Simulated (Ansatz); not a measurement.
**C2H5BSe: a ladder of functionals and wavefunction methods**

How much do the methods differ for C2H5BSe? The plan is to run it at one geometry with functionals of several rungs and with coupled cluster. The yardstick is the atomisation energy at the CCSD(T) limit.

The runs use Ansatz 0.2.0, Gaussian basis; functionals in def2-TZVPP, the program's frozen cores in correlated methods.

The runs, in order: LDA (SPW92), PBE-D4, revPBE-D4, BLYP-D4, r2SCAN-D4, B97M-V, PBE0-D4, B3LYP-D4, r2SCANh-D4, r2SCAN0-D4, HSE06-D4, BHLYP-D4, CAM-B3LYP-D4, LC-ωPBE, ωB97X-V, ωB97M-V, B2PLYP, PBE-QIDH; CCSD(T)/def2-SVP; CCSD(T)/def2-TZVPP; MP2/def2-QZVPP; extrapolation to the limit; RPA on PBE.

**1. The relaxed structure**

An earlier PBE0-D4 in a triple-zeta def2 set relaxation fixed the geometry.

SMILES `CBC=[Se]`, 9 atoms, charge 0, spin multiplicity 1.

Atoms are counted from 1 here; the program's logs count them from 0.

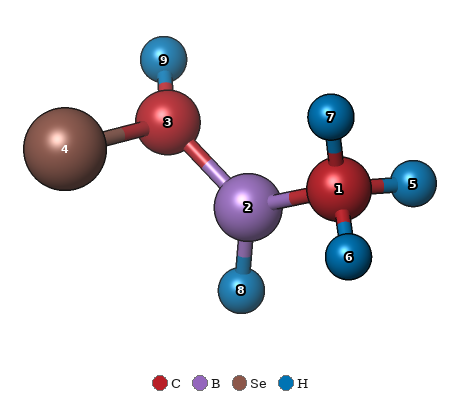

The geometry (carbon red, boron purple, selenium brown, hydrogen blue); atoms are numbered from 1 in the order of the file.

**2. LDA**

This LDA is Slater exchange with PW92 correlation.

in.yaml

```yaml
crystal:
  periodic: [false, false, false]
  atoms:
    - {symbol: C, position_ang: [-0.113346, 0.296387, -1.187614]}
    - {symbol: B, position_ang: [0.540002, 0.074732, 0.218018]}
    - {symbol: C, position_ang: [-0.127905, -0.722711, 1.337721]}
    - {symbol: Se, position_ang: [-0.978240, 0.555212, 2.208423]}
    - {symbol: H, position_ang: [0.435052, -0.334969, -1.901109]}
    - {symbol: H, position_ang: [0.016312, 1.323616, -1.536511]}
    - {symbol: H, position_ang: [-1.168756, 0.026357, -1.243291]}
    - {symbol: H, position_ang: [1.640515, 0.500251, 0.444166]}
    - {symbol: H, position_ang: [-0.155135, -1.765176, 1.643097]}
basis:
  gaussian: {orbitals: def2-TZVPP}
hamiltonian: {xc: lda}
output: {orbitals: {seedname: orbitals}}
```

Run with:

```
ansatz run in.yaml --threads 2 --pin off --events-out ev --progress --plain --max-ram 4352MiB
```

After this run come: PBE-D4 (GGA); revPBE-D4 (GGA); BLYP-D4 (GGA); r2SCAN-D4 (meta-GGA); B97M-V (meta-GGA); PBE0-D4 (hybrid); B3LYP-D4 (hybrid); r2SCANh-D4 (hybrid); r2SCAN0-D4 (hybrid); HSE06-D4 (hybrid); BHLYP-D4 (hybrid); CAM-B3LYP-D4 (range-separated); LC-ωPBE (range-separated); ωB97X-V (range-separated); ωB97M-V (range-separated); B2PLYP (double hybrid); PBE-QIDH (double hybrid); CCSD(T) in def2-SVP; CCSD(T) in def2-TZVPP; MP2 in def2-QZVPP; RPA on PBE orbitals.

**Question.** What will the summary of the whole plan be? Wanted: atomisation energy, CCSD(T)/CBS; farthest beyond LDA; mean size of error, GGA; mean size of error, meta-GGA; mean size of error, hybrid; mean size of error, range-separated; mean size of error, double hybrid; gap, smallest and largest; T1 diagnostic.

**Answer**, as computed:

| quantity | value |
| --- | --- |
| atomisation energy, CCSD(T)/CBS | 3301.6 kJ/mol |
| functionals within 33.0 kJ/mol (1.0 %) | revPBE-D4, BLYP-D4, B97M-V, PBE0-D4, B3LYP-D4, r2SCANh-D4, r2SCAN0-D4, CAM-B3LYP-D4, LC-ωPBE, ωB97X-V, ωB97M-V, B2PLYP, PBE-QIDH |
| farthest beyond LDA | PBE-D4 (+94.5 kJ/mol) |
| mean size of error, GGA | 41.5 kJ/mol |
| mean size of error, meta-GGA | 27.6 kJ/mol |
| mean size of error, hybrid | 32.2 kJ/mol |
| mean size of error, range-separated | 11.1 kJ/mol |
| mean size of error, double hybrid | 10.8 kJ/mol |
| gap, smallest and largest | 1.91 eV (LDA (SPW92)), 8.63 eV (LC-ωPBE) |
| T1 diagnostic | 0.0178 |
| triples share of the correlation energy | 4.4 % |

What this shows: The LDA atomisation energy is off by 486.9 kJ/mol (15 %): it overbinds. PBE-D4 is off by +94.5 kJ/mol. Double hybrids carry the basis error of their MP2 part in triple zeta, and no dispersion term here, so their miss is partly the set-up's. The rungs double hybrid, range-separated, meta-GGA, hybrid miss on average by less than the doubt on the reference (33.0 kJ/mol), so they tie. The reference freezes the cores and leaves out relativity and excitations past (T), and its outer-core shells are covered unevenly, so misses under about 33.0 kJ/mol can't be ranked. All levels share the lack of spin-orbit coupling, which lowers the free heavy atoms and so the true binding. Hartree-Fock recovers 74 % of the binding; the rest is correlation. CCSD(T) in def2-SVP is off by -151.5 kJ/mol, more than most functionals: a good method in a small basis is no reference. Orbital gaps span 1.9 to 8.6 eV; exact exchange widens them. The restricted reference is unstable towards a spin-broken one. Correlated methods include outer-core shells of Se, which these sets cover unevenly.
